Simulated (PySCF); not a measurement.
# C5H5F2O (SMILES CC(=O)/C(F)=[C]\CF) (doublet): what the fields show

```yaml
atoms:
  - { symbol: C, position_ang: [-2.2449, -0.0047, 0.1865] }
  - { symbol: C, position_ang: [-0.7751, -0.2551, 0.3286] }
  - { symbol: O, position_ang: [-0.2547, -0.7833, 1.2777] }
  - { symbol: C, position_ang: [0.0341, 0.2568, -0.8360] }
  - { symbol: F, position_ang: [-0.7261, 0.6719, -1.8723] }
  - { symbol: C, position_ang: [1.3371, 0.3517, -0.8276] }
  - { symbol: C, position_ang: [2.3549, -0.0686, 0.1167] }
  - { symbol: F, position_ang: [3.2622, 0.9246, 0.3869] }
  - { symbol: H, position_ang: [-2.4239, 1.0594, 0.0412] }
  - { symbol: H, position_ang: [-2.7624, -0.3565, 1.0748] }
  - { symbol: H, position_ang: [-2.6179, -0.5232, -0.6956] }
  - { symbol: H, position_ang: [1.8883, -0.3533, 1.0821] }
  - { symbol: H, position_ang: [2.9239, -0.9192, -0.2808] }
```

Geometry: GFN2-xTB.

Level of theory: UKS B3LYP, pcH-1 on C F H O, non-relativistic, mean-field spin-orbit, GIAO in PySCF 2.14.0, density-fitted response routines.

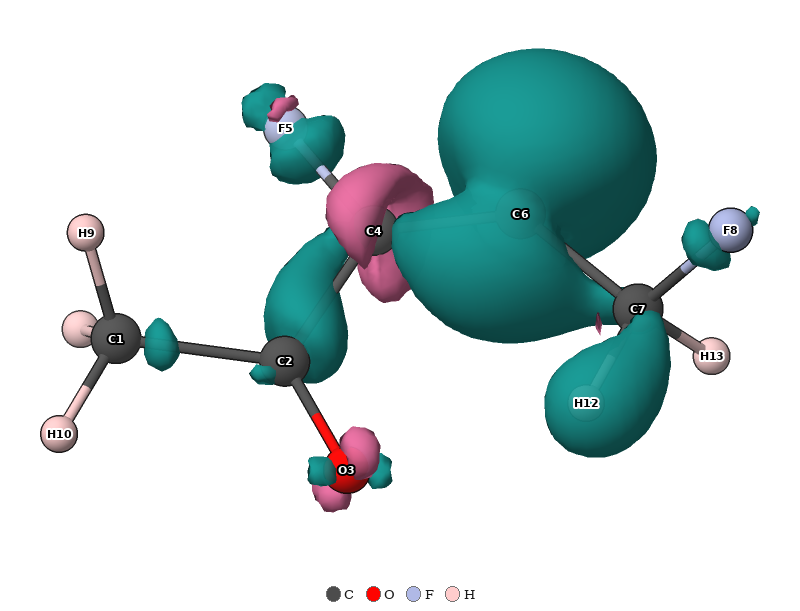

Figure 1. Isosurfaces of the spin density at +0.03 (teal) and −0.03 e/Å³ (pink), seen at a tilt.

**Describe the spin distribution.**

The unpaired spin (1 electron) lies mostly on C6 (about 0.7) and C7 (about 0.1), in electrons by Hirshfeld's partition.

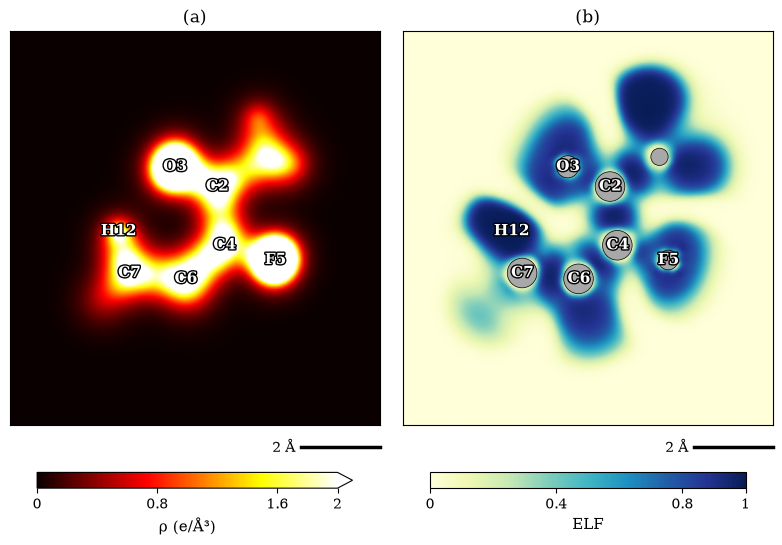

Figure 2. (a) total electron density; (b) ELF on the plane of atoms C2, C4 and C6. Grey discs cover the atomic cores in the ELF map.

**What does the map show?**

Atoms in the plane: C, O, F and H. C–O (1.20 Å): the density is about 3.3 e/Å³ at the midpoint; the ELF peaks at about 0.85 between the atoms: a short, multiple covalent bond. C–C (1.31 Å): ρ at the midpoint is about 2.4 e/Å³; the ELF peaks at about 0.95 between the atoms; a multiple bond. C–F (1.35 Å): the density is about 2.2 e/Å³ at the midpoint, with its minimum of 1.7 e/Å³ about 0.5 Å from C; the ELF peaks at about 0.85 between the atoms, as expected for a shared but strongly polarised pair. C–H (1.11 Å): ρ is about 2 e/Å³ halfway; the ELF climbs to about 1 towards the hydrogen, as it does in any bond to H (an ordinary covalent bond to hydrogen). C–C (1.45 Å): ρ at the midpoint is about 1.9 e/Å³; the ELF peaks at about 0.95 between the atoms; localised, covalent bonding. The ELF also peaks beside C6, F5 and O3, away from the bonds: non-bonding electrons, paired or unpaired.

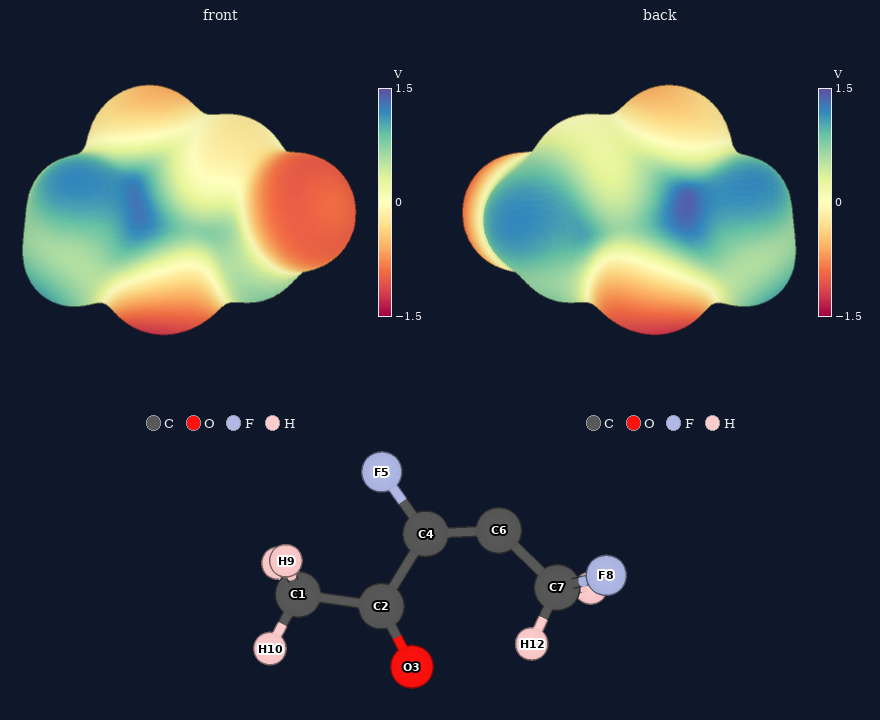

Figure 3. The electrostatic potential painted on the density surface at 0.002 e/bohr³, seen from the front and from behind; red is negative and blue positive. The bare structure is drawn below in the same view.

**Which sites attract a positive test charge, and which a negative one?**

A positive charge is drawn to the negative regions and a negative charge to the positive ones. The most negative region (about −1.2 V) lies over O3, the most positive (about +1.4 V) over the π face of C2 and C4. O3 is the likeliest acceptor of a hydrogen bond.
